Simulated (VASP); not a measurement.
Band structure of Li2Se (antifluorite). Method: revPBE GGA, VASP's PBE PAW potentials (set 64) (plane waves; VASP).

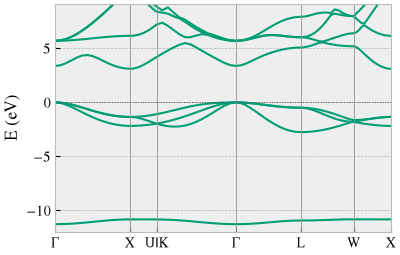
Figure. Bands along high-symmetry lines, zero at the valence-band maximum or, without a gap, the Fermi level

Q: Read the plot: is there a gap, and where are the band edges?

A: The gap is indirect, 3.11 eV, from the valence maximum at Γ to the conduction minimum at X. (Edges off the drawn lines would not show.)

The compound is Li2Se in the antifluorite structure. It was relaxed first.
